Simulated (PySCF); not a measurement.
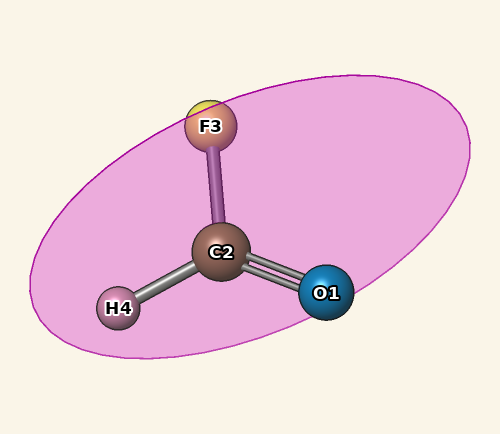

A disc through the centre of mass is drawn in. Depth is shown by fading: the farther an atom, the more it takes the colour of the background. The computed structure is the end point of a PBE0-D3(BJ)/def2-SVP optimisation. No frequency run is at hand to confirm it as a minimum.

Is the plane of the disc a mirror plane of the structure?

Answer. No. The point group is Cs, with 1 mirror plane, and this plane isn't one of its mirror planes.
